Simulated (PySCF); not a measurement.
# C3H4BBr: the cost of one run

Programs: PySCF 2.14.0, with density-fitted response routines of our own. Each step states its level of theory. These are calculated values for one molecule in the gas phase, unless marked as measured. Atoms count from 0, in the outputs and in this text.

### 1 The starting structure

9 atoms, charge 0, multiplicity 1; geometry from: GFN2-xTB. The atoms were then displaced at random by about 0.01 Å, so the start is not that level's minimum.

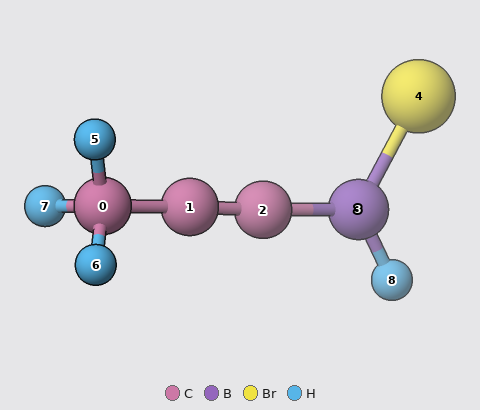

The starting geometry (carbon pink, boron purple, bromine yellow, hydrogen blue), atoms numbered.

### 2 Geometry optimisation at PBE0-D3(BJ)/def2-SVP

Job settings and geometry (Å):

```
{"job": {"xc": "PBE0", "basis": "def2-SVP", "d3": "d3bj", "grid": 1, "shake": 0.01, "kind": "geom"}, "charge": 0, "multiplicity": 1}
C     -1.849960     0.183030     0.041090
C     -0.452710    -0.009120     0.061090
C      0.727090    -0.201820     0.074430
B      2.259550    -0.393260     0.090850
Br     3.354850     1.046600    -0.289010
H     -2.101360     1.269140     0.180430
H     -2.342740    -0.378730     0.820050
H     -2.248810    -0.101790    -0.934480
H      2.711880    -1.431200     0.349070
```

Run with:

```console
$ OMP_NUM_THREADS=1 python probes_run.py task.json out
```

This one command runs all jobs of the session in turn.

**Question.** How long does this first job take on 1 thread of Arm Neoverse V1, shared host, and how much memory does it need?

About 27 s, with a peak of 0.42 GiB.
